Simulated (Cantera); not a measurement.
Charge: 1 mol HBr, 1.8 mol H₂, a varied amount of O₂, held at 3102 °C and 13.3 mbar.

These are equilibrium values from Cantera (NASA tables, ideal gas, pure condensed phases), not measurements of a reactor. Candidate condensed phases: Br₂, H₂O; 12 gas species. Rates play no part.

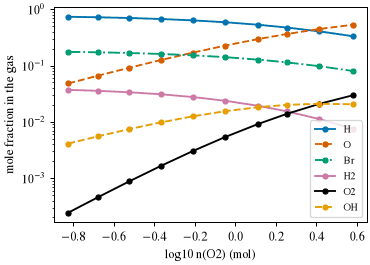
Fig. 1. Equilibrium gas composition (values under 1e-9 drawn at 1e-9)

Q: Read off the mole fractions at 2.6 mol O₂.

A: O about 0.44, H about 0.40, Br about 0.097, OH about 0.021, O₂ about 0.021, H₂ about 0.011.
